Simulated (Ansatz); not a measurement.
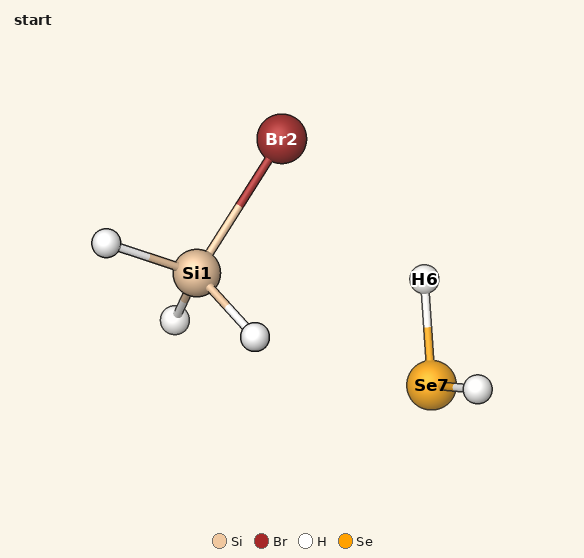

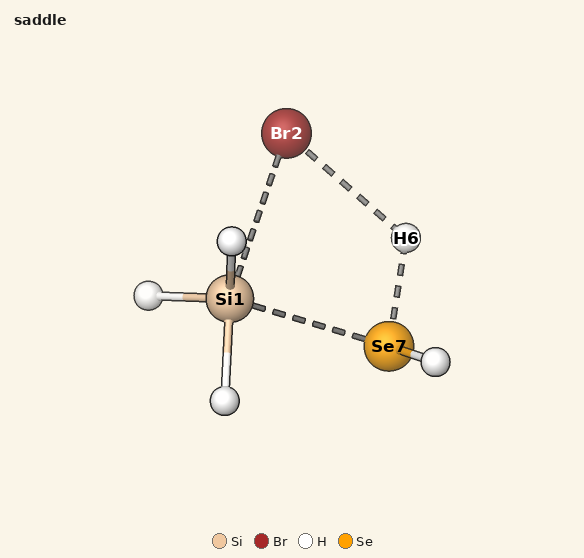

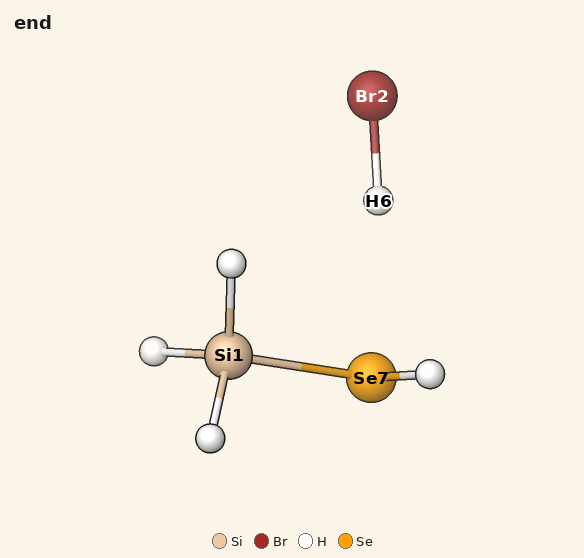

A saddle point and the two end points reached downhill from it. Broken sticks mark bonds that form or break. The species is neutral and a spin singlet. Geometries: PBE0-D4/def2-TZVP; all other levels are single points on them, and energies count from the start as drawn. Program: Ansatz 0.2.0. In CBS estimates cores are frozen, and CCSD(T) − MP2 is taken in the smaller basis.

Q: Which bonds form and which break from start to end?

A: Formed: Si1–Se7, Br2–H6; broken: Si1–Br2, H6–Se7. At the saddle point Si1···Se7 is 2.49 Å, Br2···H6 is 2.19 Å, Si1···Br2 is 2.67 Å, H6···Se7 is 1.51 Å.

Give the electronic barrier and the reaction energy from start to end in kJ/mol (no zero-point energy) with CCSD(T)/CBS (MP2 limit from def2-TZVPP and def2-QZVPP plus CCSD(T) − MP2); PBE-QIDH (frozen core)/def2-TZVPP.

```json
{"level": "CCSD(T)/CBS (MP2 limit from def2-TZVPP and def2-QZVPP plus CCSD(T) − MP2)", "barrier": "152.8", "reaction energy": "+26.9"}
{"level": "PBE-QIDH (frozen core)/def2-TZVPP", "barrier": "147.3", "reaction energy": "+24.1"}
```
